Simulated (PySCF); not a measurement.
PS$_{4}$ (SMILES S=P([S-])([S-])[S-]) (charge −3)

Input file:

```
{"job": {"kind": "uv", "xc": "CAM-B3LYP", "basis": "def2-SVPD", "ip": true}, "charge": -3, "multiplicity": 1}
S      0.090133    -0.288589     2.138062
P      0.031295     0.060074     0.065750
S     -0.186898     2.120565    -0.290567
S      1.817052    -0.621768    -0.808760
S     -1.598410    -0.967256    -0.775992
```

Command:

```sh
OMP_NUM_THREADS=1 python probes_run.py task.json out
```

Geometry: PBE0-D3(BJ)/def2-SVP.

Theory: PySCF 2.14.0, CAM-B3LYP/def2-SVPD, SCF density, gas phase.

**Predict the electron density and electron localisation function between the atoms.**

P–S (2.10 Å): ρ is about 0.92 e/Å³ halfway; the ELF peaks at about 0.90 between the atoms; a covalent bond.

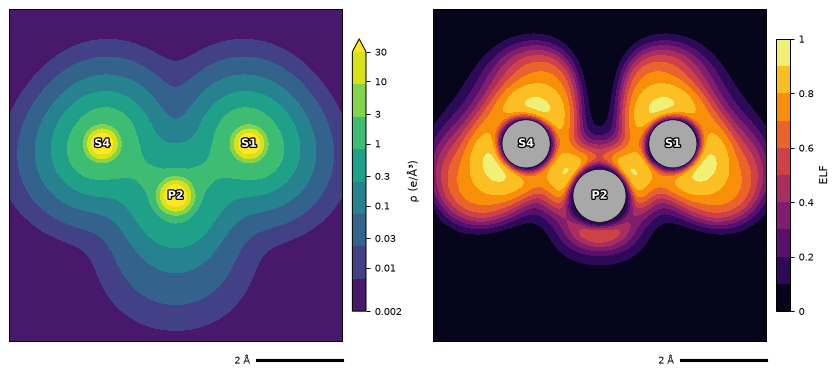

Computed electron density and electron localisation function on the plane of atoms S1, P2 and S4, in this order. Grey discs cover the atomic cores in the ELF map. 
